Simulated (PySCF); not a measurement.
C5H7NSSi

```json
{"atom": "N", "x (Å)": "3.6633", "y (Å)": "1.1005", "z (Å)": "-0.0960"}
{"atom": "C", "x (Å)": "2.7467", "y (Å)": "0.6346", "z (Å)": "0.4091"}
{"atom": "Si", "x (Å)": "1.2179", "y (Å)": "-0.1026", "z (Å)": "1.2016"}
{"atom": "C", "x (Å)": "0.5135", "y (Å)": "-1.3598", "z (Å)": "0.0028"}
{"atom": "C", "x (Å)": "-0.6520", "y (Å)": "-1.2398", "z (Å)": "-0.6263"}
{"atom": "C", "x (Å)": "-1.5942", "y (Å)": "-0.0767", "z (Å)": "-0.5499"}
{"atom": "C", "x (Å)": "-0.9493", "y (Å)": "1.2738", "z (Å)": "-0.2816"}
{"atom": "S", "x (Å)": "-0.2717", "y (Å)": "1.4271", "z (Å)": "1.4119"}
{"atom": "H", "x (Å)": "1.5453", "y (Å)": "-0.5869", "z (Å)": "2.5325"}
{"atom": "H", "x (Å)": "1.0865", "y (Å)": "-2.2638", "z (Å)": "-0.1566"}
{"atom": "H", "x (Å)": "-1.0019", "y (Å)": "-2.0490", "z (Å)": "-1.2580"}
{"atom": "H", "x (Å)": "-2.1391", "y (Å)": "-0.0087", "z (Å)": "-1.4961"}
{"atom": "H", "x (Å)": "-2.3347", "y (Å)": "-0.2803", "z (Å)": "0.2323"}
{"atom": "H", "x (Å)": "-1.6918", "y (Å)": "2.0669", "z (Å)": "-0.3597"}
{"atom": "H", "x (Å)": "-0.1430", "y (Å)": "1.4728", "z (Å)": "-0.9879"}
```

Geometry: GFN2-xTB.

Method: PBE0/def2-SVPD, SCF density, gas phase (PySCF 2.14.0).

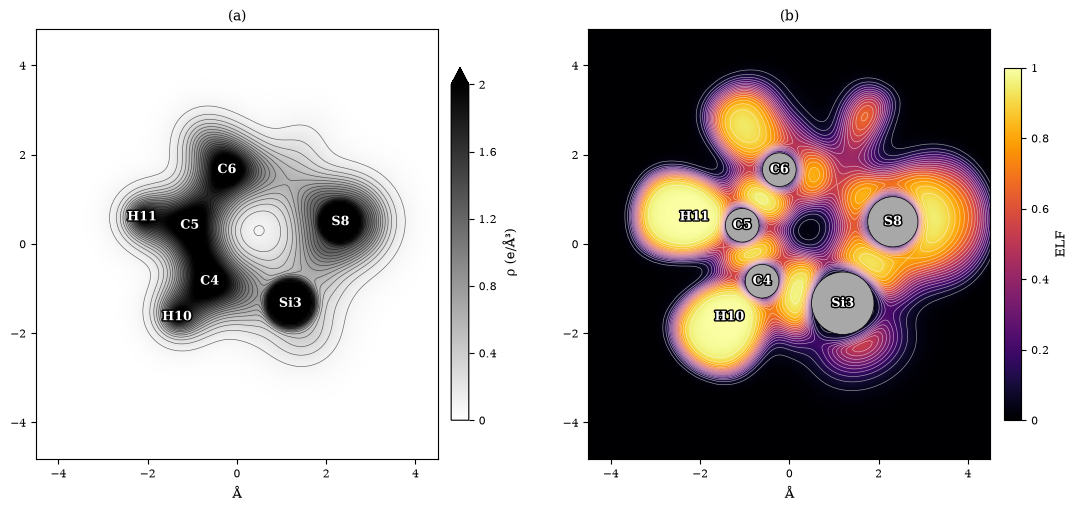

Figure 1. (a) electron density; (b) ELF on the plane of atoms Si3, C4 and C5. Grey discs cover the atomic cores in the ELF map.

> Read the bonding off the picture.

The plane passes through Si, C, S and H nuclei.
C–C (1.33 Å): the density is about 2.3 e/Å³ at the midpoint; the ELF peaks at about 0.95 between the atoms: a short, multiple covalent bond.
C–Si (1.87 Å): the density is about 0.96 e/Å³ at the midpoint; the ELF peaks at about 0.95 between the atoms (a covalent bond).
Si–S (2.15 Å): the density is about 0.82 e/Å³ at the midpoint; the ELF peaks at about 0.90 between the atoms, as expected for localised, covalent bonding.
C–H (1.08 Å): the density is about 2 e/Å³ at the midpoint; the ELF climbs to about 1 towards the hydrogen, as it does in any bond to H; an ordinary covalent bond to hydrogen.
C–C (1.50 Å): ρ is about 1.7 e/Å³ halfway; the ELF peaks at about 0.95 between the atoms: a covalent bond.
The ELF also peaks beside S8, away from the bonds: lone-pair regions.

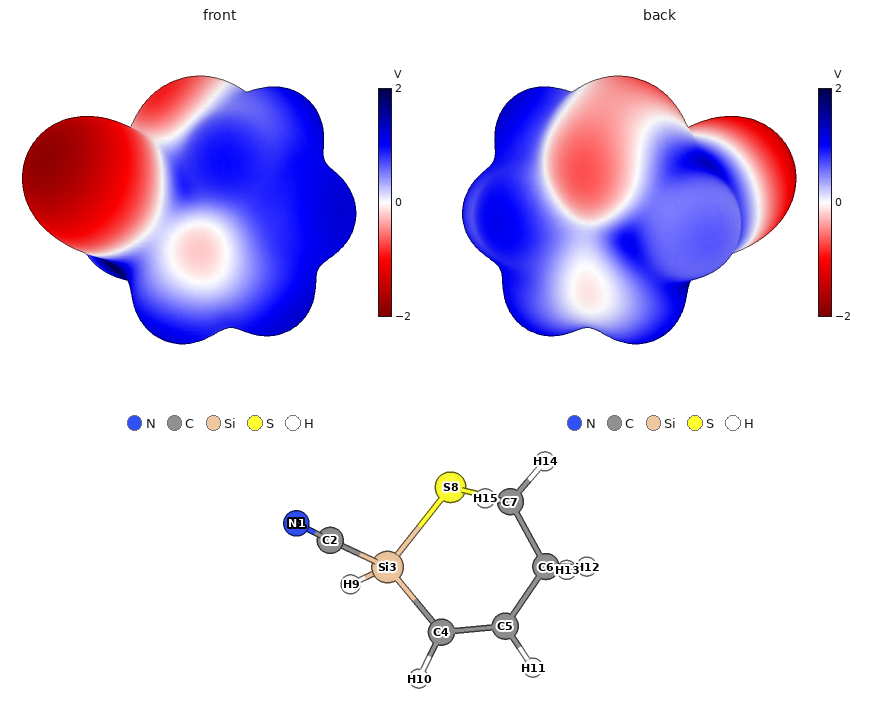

Figure 2. The molecular electrostatic potential painted on the density surface at 0.002 e/bohr³, seen from the front and from behind; the colour scale runs from red (negative) to blue (positive). The bare structure is drawn below in the same view.

> Which sites attract a positive test charge, and which a negative one?

A positive charge is drawn to the negative regions and a negative charge to the positive ones. The most negative region (about −1.8 V) lies over N1, the most positive (about +1.7 V) over Si3. N1 is the likeliest acceptor of a hydrogen bond.

> What dipole moment does the calculation give?

Its dipole moment is 4.74 D.
